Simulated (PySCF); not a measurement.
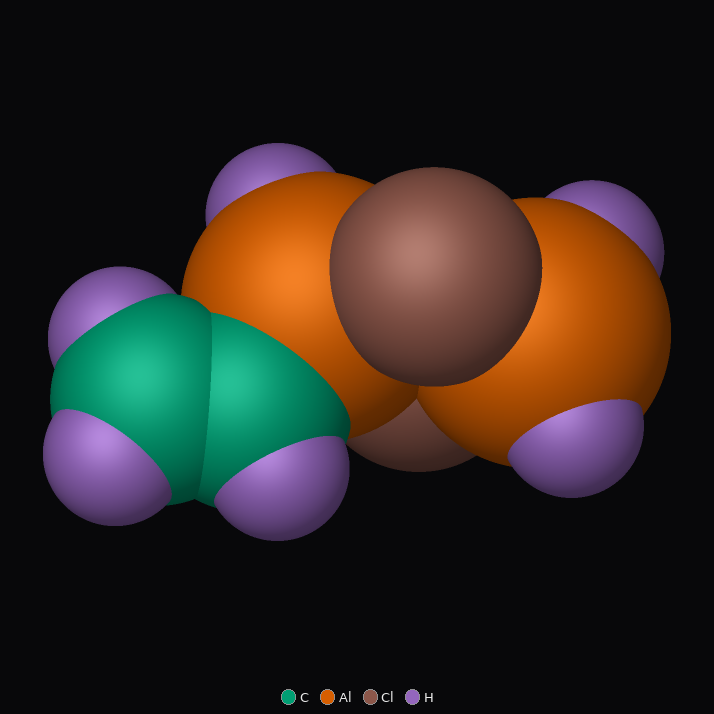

The computed structure is the end point of a PBE0-D3(BJ)/def2-SVP optimisation. No frequency run is at hand to confirm it as a minimum.

Draw it as a skeletal formula.

SMILES: C=[CH][AlH-]1[Cl+][AlH2-][Cl+]1

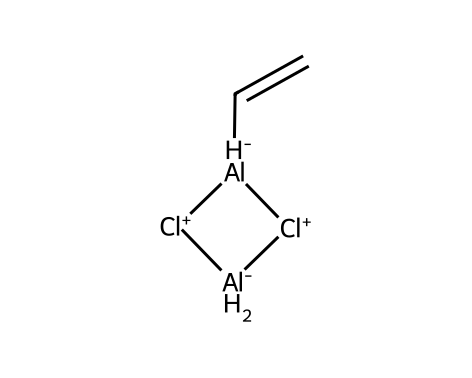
